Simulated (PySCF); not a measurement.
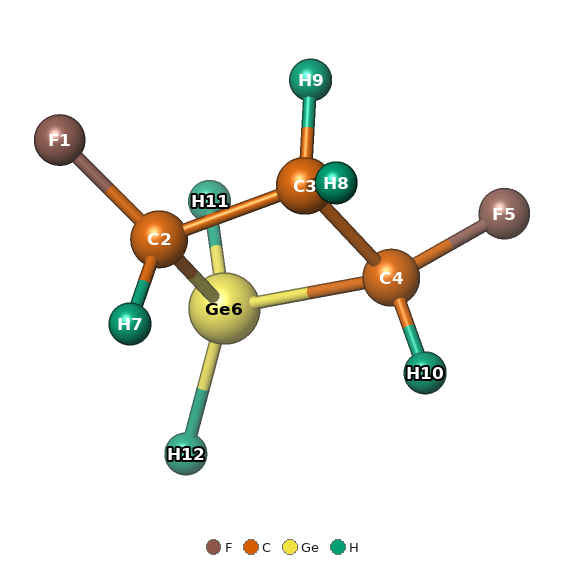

Atoms fade into the background with distance from the viewer. Computed geometry: PBE0-D3(BJ)/def2-SVP optimisation. No frequency run is at hand to confirm it as a minimum.

> What is the conformation of the ring C2–C3–C4–Ge6?

It is puckered (butterfly). The Cremer–Pople amplitude Q is 0.31 Å.

> Give the torsion angles round the ring, beginning with the bond from its second to its third atom.

23°, −18°, 18°, −23°.
